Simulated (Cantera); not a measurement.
A closed system holds: 1 mol CH₄, 2.9 mol NH₃, 1.1 mol N₂, 64 mol H₂, equilibrated at 293 Torr.

Equilibrium computed with Cantera from the NASA thermochemical tables; the gas is ideal and each condensed phase is pure. Candidate condensed phases: C, C₆H₆, C₇H₈, C₈H₁₈; 92 gas species. Rates play no part.

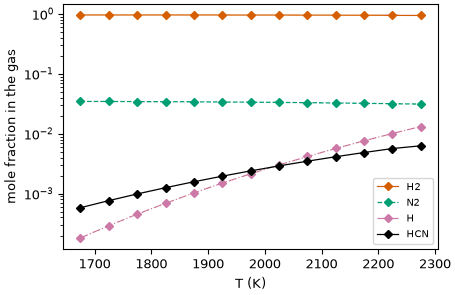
*Equilibrium gas composition (values under 1e-9 drawn at 1e-9)*

Question: Read off the mole fractions at 2225 K.

Answer: H₂ about 0.95, N₂ about 0.032, H about 0.010, HCN about 0.0057.
